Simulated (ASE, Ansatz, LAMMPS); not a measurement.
**Convergence of a linear-scaling basis for (4,4) carbon nanotube in a second wall (156 atoms)**

Wanted: errors and times of a linear-scaling basis for (4,4) carbon nanotube in a second wall (156 atoms). A setting counts as converged where the r.m.s. difference of forces stays under 1 % of the r.m.s. force.

Method: Kohn-Sham DFT, r2SCAN+D4, PAW (set soft_2), plane waves, in Ansatz 0.2.0.

## (1) The structure

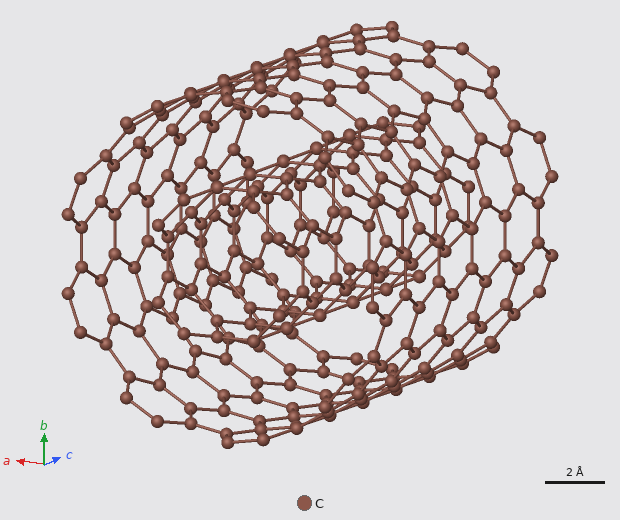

The starting structure, seen at a slant to the c axis (carbon brown). 1×1×2 cells are drawn.

The cell holds 156 atoms: 156 C. Its edges and angles: a = 22.124 Å, b = 22.186 Å, c = 7.281 Å, α = 90.0°, β = 90.0°, γ = 90.0°. It derives from C (graphene). Graphene sheet (a = 2.46 Å) rolled into a (4,4) tube of diameter 5.43 Å inside an (9, 9) tube, 3 periods, 10 Å of vacuum; minimised with a classical potential (one cell length free). Regions: inner wall, 48 atoms (48 C); outer wall, 108 atoms (108 C). Vacuum lies along a and b. The structure repeats along c.

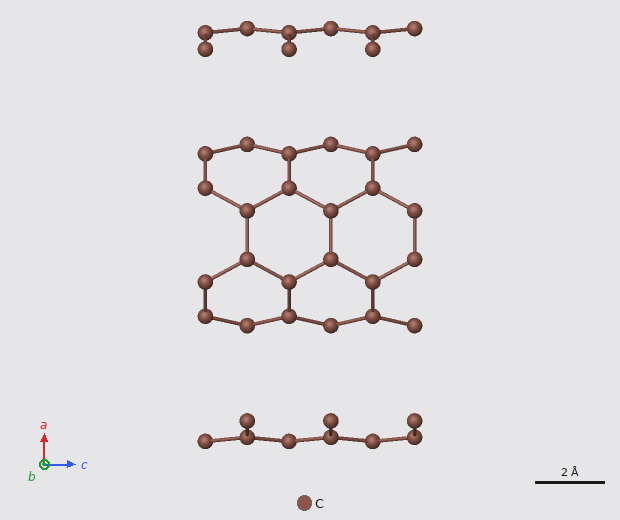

A slice 6 Å thick through the middle of the cell.

What the set-up can't give: Beside vacuum, support functions can miss their usual error bounds without a warning. Sampling is at Γ alone, for a cell whose periodic width is 7 Å.

## (2) Making the structure

A minimisation with a classical potential prepares the built cell.

This step: classical potential: AIREBO (Stuart, Tutein and Harrison, J. Chem. Phys. 112, 6472 (2000)) (LAMMPS stable Jul 2025 - Update 4).

Contents of in.lammps:

```
units metal
atom_style atomic
boundary p p p
atom_modify map array
read_data structure.data
pair_style airebo 3.0 1 1
pair_coeff * * CH.airebo C
thermo_style custom step temp pe press lx ly lz fmax
thermo 200
min_style cg
minimize 0 1e-4 3000 30000
fix box all box/relax z 0.0 vmax 0.001
minimize 0 1e-4 3000 30000
unfix box
minimize 0 1e-4 2000 20000
write_data relaxed.data nocoeff
```

Run with:

```bash
$ lmp -in in.lammps -log log.lammps -screen none -nocite
```

Output:

```text
LAMMPS (22 Jul 2025 - Update 4)
  156 atoms
   Step          Temp          PotEng         Press            Lx             Ly             Lz            Fmax     
         0   0             -1149.3962     -32476.102      22.123886      22.18577       7.38           0.37881436   
        86   0             -1150.2277     -15125.234      22.123886      22.18577       7.38           9.9383704e-06
Loop time of 1.70354 on 1 procs for 86 steps with 156 atoms
Minimization stats:
  Stopping criterion = force tolerance
  Energy initial, next-to-last, final = 
     -1149.39619983256  -1150.22765141931  -1150.22765141943
  Force two-norm initial, final = 3.2055914 7.821874e-05
  Force max component initial, final = 0.37881436 9.9383704e-06
  Iterations, force evaluations = 86 172
   Step          Temp          PotEng         Press            Lx             Ly             Lz            Fmax     
        86   0             -1150.2277     -15125.234      22.123886      22.18577       7.38           9.9383704e-06
       200   0             -1150.9261     -0.26787867     22.123886      22.18577       7.2807842      0.00013747619
       400   0             -1150.9261      0.074933389    22.123886      22.18577       7.2807854      3.322988e-05 
       483   0             -1150.9261     -0.071996318    22.123886      22.18577       7.2807849      1.0165199e-05
Loop time of 4.92696 on 1 procs for 397 steps with 156 atoms
Minimization stats:
  Stopping criterion = force tolerance
  Energy initial, next-to-last, final = 
     -1150.22765141943  -1150.92613593865  -1150.92613593862
  Force two-norm initial, final = 102.58952 9.9059023e-05
  Force max component initial, final = 102.58952 3.9957492e-05
  Iterations, force evaluations = 397 783
   Step          Temp          PotEng         Press            Lx             Ly             Lz            Fmax     
       483   0             -1150.9261     -0.071996318    22.123886      22.18577       7.2807849      1.0165199e-05
       486   0             -1150.9261     -0.0018252277   22.123886      22.18577       7.2807849      9.6658384e-06
Loop time of 0.0403629 on 1 procs for 3 steps with 156 atoms
Minimization stats:
  Stopping criterion = force tolerance
  Energy initial, next-to-last, final = 
     -1150.92613593862  -1150.92613593889  -1150.92613593898
  Force two-norm initial, final = 9.0642644e-05 8.3792002e-05
  Force max component initial, final = 1.0165199e-05 9.6658384e-06
  Iterations, force evaluations = 3 6
```

Elapsed: 7.4 s, on 1 thread of Intel Xeon at 2.80GHz (Skylake/Cascade Lake), shared host.

## (3) Plane-wave single point

This run is the reference for what follows, at a cutoff of 500 eV.

Contents of input.yaml:

```yaml
crystal:
  lattice:
    - [22.12389, 0.0, 0.0]
    - [0.0, 22.18577, 0.0]
    - [0.0, 0.0, 7.28078]
  atoms:
    - { symbol: C, position: [0.61883, 0.5317, 0.17348] }
    - { symbol: C, position: [0.60649, 0.56133, 0.00681] }
    - { symbol: C, position: [0.56147, 0.60608, 0.00681] }
    - { symbol: C, position: [0.53176, 0.61836, 0.17348] }
    - { symbol: C, position: [0.46819, 0.61847, 0.17348] }
    - { symbol: C, position: [0.43846, 0.60621, 0.00681] }
    - { symbol: C, position: [0.39354, 0.56134, 0.00681] }
    - { symbol: C, position: [0.38126, 0.5317, 0.17348] }
    - { symbol: C, position: [0.38126, 0.4683, 0.17348] }
    - { symbol: C, position: [0.39354, 0.43866, 0.34015] }
    - { symbol: C, position: [0.43846, 0.39379, 0.00681] }
    - { symbol: C, position: [0.46819, 0.38153, 0.17348] }
    - { symbol: C, position: [0.53176, 0.38164, 0.17348] }
    - { symbol: C, position: [0.56147, 0.39392, 0.34015] }
    - { symbol: C, position: [0.60649, 0.43867, 0.00681] }
    - { symbol: C, position: [0.61883, 0.4683, 0.17348] }
    - { symbol: C, position: [0.77069, 0.53157, 0.17348] }
    - { symbol: C, position: [0.76519, 0.56262, 0.00681] }
    - { symbol: C, position: [0.74352, 0.62194, 0.00681] }
    - { symbol: C, position: [0.72761, 0.64921, 0.17348] }
    - { symbol: C, position: [0.68681, 0.69748, 0.17348] }
    - { symbol: C, position: [0.66266, 0.71783, 0.00681] }
    - { symbol: C, position: [0.60799, 0.74968, 0.34015] }
    - { symbol: C, position: [0.57826, 0.76045, 0.17348] }
    - { symbol: C, position: [0.51584, 0.77104, 0.17348] }
    - { symbol: C, position: [0.48423, 0.77094, 0.00681] }
    - { symbol: C, position: [0.42185, 0.76017, 0.00681] }
    - { symbol: C, position: [0.3921, 0.74942, 0.17348] }
    - { symbol: C, position: [0.33733, 0.71775, 0.17348] }
    - { symbol: C, position: [0.31308, 0.69753, 0.34015] }
    - { symbol: C, position: [0.27217, 0.64934, 0.34015] }
    - { symbol: C, position: [0.25634, 0.62203, 0.17348] }
    [... 118 atom lines left out ...]
    - { symbol: C, position: [0.66266, 0.28217, 0.67348] }
    - { symbol: C, position: [0.68681, 0.30252, 0.84015] }
    - { symbol: C, position: [0.72761, 0.35079, 0.84015] }
    - { symbol: C, position: [0.74352, 0.37806, 0.00681] }
    - { symbol: C, position: [0.76519, 0.43738, 0.00681] }
    - { symbol: C, position: [0.77069, 0.46843, 0.84015] }
kpoints:
  mp_grid: { grid: [1, 1, 1] }
hamiltonian:
  xc: r2scan
  dispersion: d4
scf:
  occupations: { method: gaussian, width: 0.025 }
output:
  forces: true
  populations: true
  dos:
    method: { smearing: { sigma: 0.08 } }
    de: 0.1
    projected:
      site_lists:
        C: [C]
        inner_wall: [0, 1, 2, 3, 4, 5, 6, 7, 8, 9, 10, 11, 12, 13, 14, 15, 52, 53, 54, 55, 56, 57, 58, 59, 60, 61, 62, 63, 64, 65, 66, 67, 104, 105, 106, 107, 108, 109, 110, 111, 112, 113, 114, 115, 116, 117, 118, 119]
  eigenvalues: true
  write_density: true
  write_potential: true
  volumetric_format: npy
```

Run with:

```bash
$ ansatz run input.yaml --threads 8 --pin off --max-ram 15872MiB --backend cpu --events-out ev --progress --plain --runs-dir out
```

Output:

```text
Warning: the atoms were moved onto the symmetric positions of the space group found under crystal.symmetry.tolerance 1.0e-5 (fractional; no operation is sought that the atoms, as they stand in a round, miss by more than twice it, and no atom is moved by as much as it), and the run uses the moved positions. [...]
Engine: ansatz 0.2.0, aarch64-unknown-linux-gnu
Pseudopotentials: kind: paw
Pseudopotential: C, paw, valence charge 4, recommended cutoff 500 eV (meta_gga), C.paw.azcp
[... 6 lines on functional and potentials left out ...]
Crystal: 156 atoms, lattice volume = 3573.666 Å³
Basis set: ecut = 500 eV, 90759 PW (Γ), exchange–correlation on 648×648×216 points (64 copies of the dense FFT grid, shifted against one another)
Bands: 468, of which v1, the nominal top of the filled ones, is band 312 counted from 1 (311 counted from 0)
Symmetry: 12 space group operations
Space group: Pmm2 (ITA 25), of the structure as read, at distance tolerance 1.5e-4 Å
k-points: 1
[... 4 lines on functional and potentials left out ...]
Initial density: superposition of atomic densities (neutral atoms: chi_scale 0, normalization atom), corrected by the library's trained network
Initial wavefunctions: pseudopotential atomic-orbital guess
Functional: x = r2scan, c = r2scan; τ floored in thin density (d = 2e-4 eV/Å³)
SCF iter   1: F=—  HF=-39231.825489 eV  |F-HF|=—  |Δ(HF+E_count)|=         —  Δρ=6.11e-3  dr2=5.04e0  dr2_τ=3.60e1  ethr=1.77e-3  ⟨swp⟩=9.0  Hψ=2662  notcnv=0  defer=107
preconditioner: auto → LDOS  [insulator: Δε(μ)=0.056 eV  Ē_g=15.632 eV  σ=0.025 eV  W_gap=0.89  n_scr=524 (ndim 8)  ℏωp=15.5 eV  f_vac=0.611  D(μ)=50.97/eV (n_scr^D=238)  ε∞_Penn≈2.0  β→1.0]
SCF iter   2: F=—  HF=-39234.885758 eV  |F-HF|=—  |Δ(HF+E_count)|=    3.06e0  Δρ=2.03e-3  dr2=1.20e-1  dr2_τ=3.40e-2  ethr=8.07e-4  ⟨swp⟩=3.0  Hψ=856  notcnv=0  defer=148
SCF iter   3: F=—  HF=-39234.901432 eV  |F-HF|=—  |Δ(HF+E_count)|=   1.57e-2  Δρ=7.03e-4  dr2=6.86e-2  dr2_τ=1.35e-3  ethr=1.93e-5  ⟨swp⟩=2.0  Hψ=629  notcnv=0  defer=148
SCF iter   4: F=—  HF=-39234.895517 eV  |F-HF|=—  |Δ(HF+E_count)|=   5.91e-3  Δρ=2.34e-4  dr2=1.00e-2  dr2_τ=8.34e-5  ethr=1.10e-5  ⟨swp⟩=2.0  Hψ=558  notcnv=0  defer=148
SCF iter   5: F=—  HF=-39234.895341 eV  |F-HF|=—  |Δ(HF+E_count)|=   1.76e-4  Δρ=1.31e-4  dr2=3.82e-3  dr2_τ=1.25e-5  ethr=1.61e-6  ⟨swp⟩=1.0  Hψ=320  notcnv=0  defer=148
SCF iter   6: F=—  HF=-39234.894900 eV  |F-HF|=—  |Δ(HF+E_count)|=   4.42e-4  Δρ=8.90e-5  dr2=1.01e-3  dr2_τ=7.23e-6  ethr=6.13e-7  ⟨swp⟩=2.0  Hψ=558  notcnv=0  defer=148
SCF iter   7: F=—  HF=-39234.894744 eV  |F-HF|=—  |Δ(HF+E_count)|=   1.56e-4  Δρ=4.65e-5  dr2=3.53e-4  dr2_τ=2.64e-6  ethr=1.63e-7  ⟨swp⟩=2.0  Hψ=558  notcnv=0  defer=148
SCF iter   8: F=—  HF=-39234.894704 eV  |F-HF|=—  |Δ(HF+E_count)|=   3.91e-5  Δρ=1.38e-5  dr2=9.60e-6  dr2_τ=3.34e-7  ethr=5.66e-8  ⟨swp⟩=2.0  Hψ=560  notcnv=0  defer=148
SCF iter   9: F=—  HF=-39234.898866 eV  |F-HF|=—  |Δ(HF+E_count)|=   4.16e-3  Δρ=6.38e-6  dr2=2.30e-6  dr2_τ=8.93e-8  ethr=1.54e-9  ⟨swp⟩=2.0  Hψ=748  notcnv=0  defer=148
SCF iter  10: F=—  HF=-39234.898867 eV  |F-HF|=—  |Δ(HF+E_count)|=   1.01e-6  Δρ=3.42e-6  dr2=7.90e-7  dr2_τ=9.44e-9  ethr=3.68e-10  ⟨swp⟩=2.0  Hψ=557  notcnv=0  defer=148
SCF iter  11: F=—  HF=-39234.898867 eV  |F-HF|=—  |Δ(HF+E_count)|=   1.92e-7  Δρ=1.37e-6  dr2=2.73e-7  dr2_τ=1.86e-9  ethr=1.27e-10  ⟨swp⟩=2.0  Hψ=557  notcnv=0  defer=148
SCF iter  12: F=-39234.898867 eV  HF=-39234.898868 eV  |F-HF|=5.84e-8  |Δ(HF+E_count)|=   6.76e-8  Δρ=5.67e-7  dr2=9.24e-8  dr2_τ=4.20e-10  ethr=1.60e-11  ⟨swp⟩=37.0  Hψ=5989  notcnv=0
SCF 1 converged in 12 iterations: F = -39234.898867 eV  dr2 = 9.24e-8
  greatest PAW one-centre occupation: 0.693 electrons in one spin orbital (limit 2), on the C atom at site 147 (counted from 0), in its partial waves of l = 0
WARN: The output density's exchange-correlation potential varies sharply where the density is thin. Do not read a vacuum level from v_tot or v_xc, or from such a field of the output density. On a cell that repeats whose density bears no net charge and no dipole along the vacuum's axis use v_es (v_loc + v_h of the components); [...]
SCF converged after 12 iterations
Free energy (F): -39234.898867 eV
Harris-Foulkes:  -39234.898868 eV  (|F-HF|=5.84e-8)
Internal energy: -39234.874024 eV  (E = F + TS)
E sigma→0 (E₀):  -39234.886446 eV
Entropy (-TS):   -0.024843 eV (-0.159 meV/atom)
Fermi energy:    0.214946 eV
--- Per-component energies (eV) ---
  E_band       = -6166.234877
  E_kinetic    = 14378.441240
  E_local      = -343203.071855  (includes V_loc(G=0)·N_el)
  E_nonlocal   = 4242.598247
  E_hartree    = 164589.126888
  E_xc         = -7403.375752
  E_vxc        = -10260.970797  (∫ρ·V_xc dr)
  E_paw        = -15756.617519  (= ΣΔE_a)
  E_vpaw       = -1078.476120  (= ΣTr[D̂ρ^β])
  E_aug_tail   = 0.000870  (compensation charges beyond the density's cutoff)
  E_vtau       = 576.977513  (kinetic-family band-sum trace: ∫τ·v_τ [+ j·A + Jᵃ·Aᵃ] dr)
  E_ewald      = 143930.893995
  E_disp       = -9.005436  (pairwise vdW)
  E_core_change = -3.864703  (= ΣΔE_core)
  E_smearing   = -0.024843  (= −TS)
  E_closure    = -0.000000  (closes the sum)
  Σ components = -39234.898867   (vs F -39234.898867, Δ=0.00e0)
--- Forces (eV/Å), atoms counted from 1 ---
  atom   1  C      0.28139996    -0.58699130    -0.00000000
  atom   2  C     -0.17707706     0.60726578     0.00000000
  atom   3  C      0.63440320    -0.17549106    -0.00000000
  atom   4  C     -0.58291964     0.31105429     0.00000000
  atom   5  C      0.56414309     0.28681018    -0.00000000
  atom   6  C     -0.60764584    -0.21442580     0.00000000
  atom   7  C      0.21371067     0.62876680    -0.00000000
  atom   8  C     -0.32601024    -0.57411635     0.00000000
  atom   9  C     -0.32601024     0.57411635     0.00000000
  atom  10  C      0.21371067    -0.62876680    -0.00000000
  atom  11  C     -0.60764584     0.21442580     0.00000000
  atom  12  C      0.56414309    -0.28681018    -0.00000000
  atom  13  C     -0.58291964    -0.31105429     0.00000000
  atom  14  C      0.63440320     0.17549106    -0.00000000
[...]
atom 155  C      0.14704320    -0.20265239    -0.00000000
  atom 156  C      0.19530663     0.14857876    -0.00000000
  max |Σ_I F_I| component: 7.98e-5 eV/Å
--- Band table (eV) ---
  k-point 0: bands = ["-21.6320", "-21.1835", "-21.1828", "-21.1320", [... 452 levels ...], "8.3313", "8.3313", "8.3406", "8.3458", "8.4129", "8.4572", "8.4875", "8.4904", "8.4907", "8.5035", "8.5048", "8.5722"]
--- Löwdin populations: 156 sites ---
  site symbol       q [e]
     0      C      3.9641
     1      C      3.9646
     2      C      3.9647
[...]
155      C      3.9578
  spilling = 0.009920 (of n_electrons = 624.000000)
```

The job ended after 82 s (8 threads of Arm Neoverse V2, shared host; peak memory 9.3 GiB).

The program notes that positions were snapped to a detected symmetry and the exchange-correlation potential is rough where the density is thin.

The run gave:

- free energy: -39234.8989 eV
- free energy per atom: -251.5058 eV/atom
- SCF cycles: 12
- r.m.s. force component: 0.2391 eV/Å
- longest force: 0.6641 eV/Å
- Fermi energy: 0.2149 eV
- levels partly filled by over 2 per cent: 4
- spilling of the projection: 0.00992

Length of the force by element:

```
element  coordination  atoms  mean length of the force (eV/Å)  spread  least   most
      C           all    156                            0.369   0.188  0.224  0.664
```

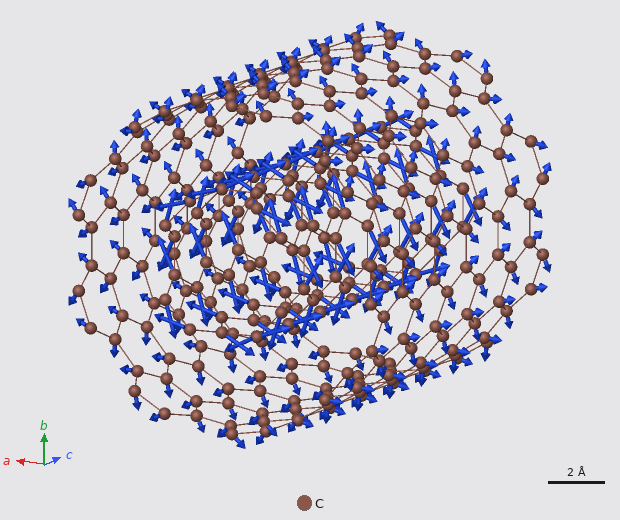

Forces as arrows; the longest in the cell is 0.664 eV/Å. 1×1×2 cells are drawn.

The mean of these charges, 0.040 e, is only the charge that the projection spills.

Löwdin charges by element (they lack the spilled electrons, 0.040 e an atom on average):

```
element  coordination  atoms  mean charge (e)  spread   least    most
      C           all    156           0.0397  0.0028  0.0353  0.0428
```

By region:

```csv
region,atoms,mean length of the force (eV/Å)
inner wall,48,0.651
outer wall,108,0.244
```

Density of states as counts of states in windows of 1 eV (from the Fermi level), total and the larger projections:

| from (eV) | to (eV) | total | C p | inner wall | C s |
| --- | --- | --- | --- | --- | --- |
| -18 | -17 | 28.4 | 11.9 | 11.1 | 16.1 |
| -17 | -16 | 14.3 | 6.5 | 2.3 | 7.6 |
| -16 | -15 | 17.7 | 8.0 | 7.6 | 9.5 |
| -15 | -14 | 17.5 | 9.9 | 7.4 | 7.4 |
| -14 | -13 | 31.4 | 19.1 | 10.4 | 12.0 |
| -13 | -12 | 23.1 | 15.8 | 1.9 | 7.0 |
| -12 | -11 | 39.3 | 31.7 | 13.9 | 7.1 |
| -11 | -10 | 28.1 | 22.1 | 10.1 | 5.7 |
| -10 | -9 | 26.5 | 22.5 | 10.4 | 3.6 |
| -9 | -8 | 36.9 | 31.7 | 8.8 | 4.8 |
| -8 | -7 | 43.0 | 41.2 | 16.9 | 1.4 |
| -7 | -6 | 73.5 | 71.8 | 18.1 | 1.2 |
| -6 | -5 | 52.5 | 51.1 | 16.0 | 1.1 |
| -5 | -4 | 32.6 | 32.2 | 11.0 | 0.3 |
| -4 | -3 | 37.5 | 37.3 | 8.3 | 0.1 |
| -3 | -2 | 23.9 | 23.7 | 9.7 | 0.1 |
| -2 | -1 | 8.5 | 8.4 | 0.1 | 0.0 |
| -1 | 0 | 9.8 | 9.7 | 3.7 | 0.0 |
| 0 | 1 | 15.8 | 15.6 | 4.7 | 0.0 |
| 1 | 2 | 20.0 | 19.2 | 9.3 | 0.1 |
| 2 | 3 | 20.0 | 18.4 | 7.5 | 0.7 |
| 3 | 4 | 31.0 | 21.2 | 9.1 | 1.3 |
| 4 | 5 | 27.4 | 12.8 | 2.3 | 1.0 |

The curve was stored every 0.10 eV, coarse against its broadening of 0.08 eV, so these counts are rough.

Between -22 and -18 eV lie 80 more states.

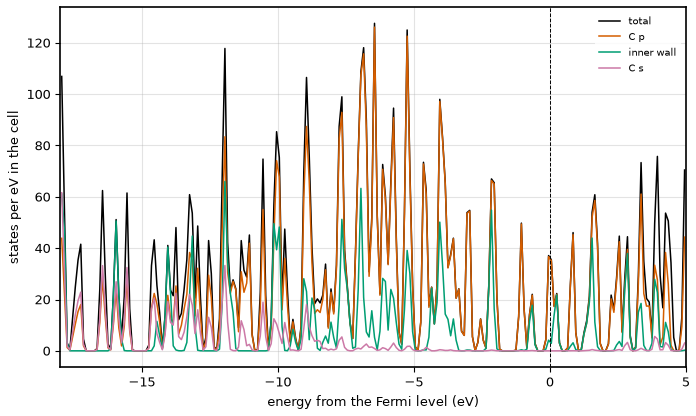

Total and projected density of states, with the broadening of the input.

The levels nearest the highest filled one (over half full), pooled over k-points and spins:

| level less the highest filled one (eV) | occupation |
| --- | --- |
| -1.02 | 2 |
| -1.02 | 2 |
| -0.656 | 2 |
| -0.656 | 2 |
| 0 | 1.8 |
| 0 | 1.8 |
| 0.0453 | 0.2 |
| 0.0453 | 0.2 |
| 0.245 | 0 |
| 0.245 | 0 |
| 0.850 | 0 |
| 0.850 | 0 |

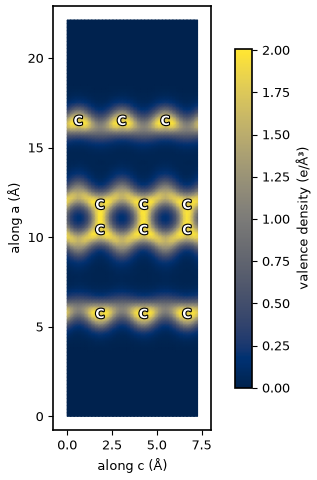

Valence density in the ca plane at fractional y = 0.378, with atoms of C within 0.2 Å of it. It is the smooth field of the valence electrons, not physical close to the nuclei. The map starts off the cell's origin, so that atoms lie inside it.

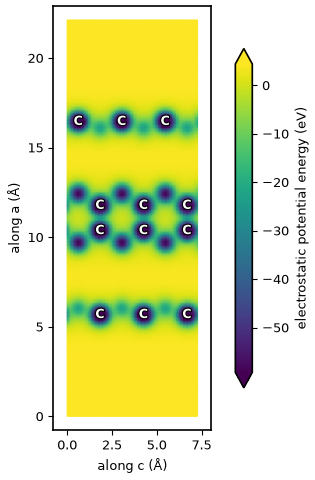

Electrostatic potential energy in the ca plane at fractional y = 0.378, with atoms of C within 0.2 Å of it. With pseudopotentials it is smooth inside the atoms' cores, unlike the true potential. The map starts off the cell's origin, so that atoms lie inside it.

Löwdin charges run from +0.04 to +0.04 e, about a mean that is the spilled charge alone. Within 0.4 eV of the Fermi level the largest share is C p (100 % of the projected weight).

(Part 1 of 2 ends here.)

[Logs are printed without paths, hosts, clocks, repeated set-up lines and the standing remarks that a program may print on its own settings, such as how far it seeks lower states.]

[Hosts, paths, dates, database ids (printed as entryN), source tags and the programs' standing remarks are cut or masked in the printed files.]
